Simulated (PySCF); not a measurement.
SMILES c1c(ccc(c1)[SiH3])CC, GFN2-xTB optimised geometry. Atoms within 1.6 Å of the plane z = 0.8 Å (x, y, z in Å): C2 (-1.62, -2.83, -0.04), C3 (-0.85, -1.54, 0.00), C4 (-1.51, -0.32, -0.01), C5 (-0.80, 0.87, -0.01), C6 (0.59, 0.88, 0.00), Si7 (1.57, 2.49, -0.01), C8 (1.24, -0.35, 0.00), C9 (0.53, -1.54, 0.00), H13 (-2.58, -2.70, 0.47), H14 (-1.07, -3.61, 0.49), H15 (-2.60, -0.30, -0.01), H16 (-1.34, 1.81, -0.01), H17 (0.66, 3.61, 0.25), H18 (2.60, 2.43, 1.04), H20 (2.32, -0.38, 0.00), H21 (1.07, -2.48, 0.01).

Computed with PySCF with B3LYP/def2-SVP.

Map of the HOMO amplitude (bohr^(-3/2)) on the plane z = 0.8 Å; orbital energy -6.76 eV, overall sign arbitrary:

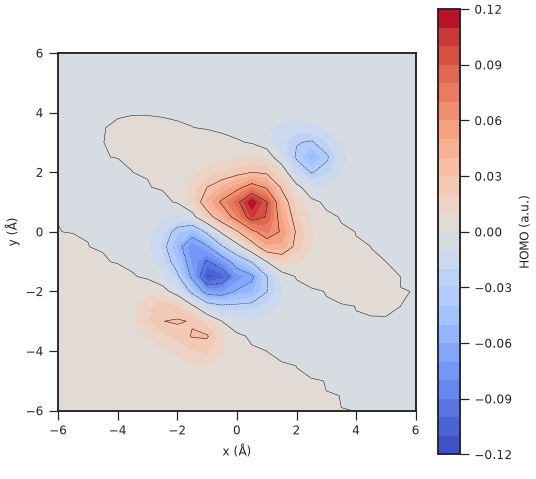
Figure. HOMO amplitude (bohr^(-3/2)) on the plane z = 0.8 Å.
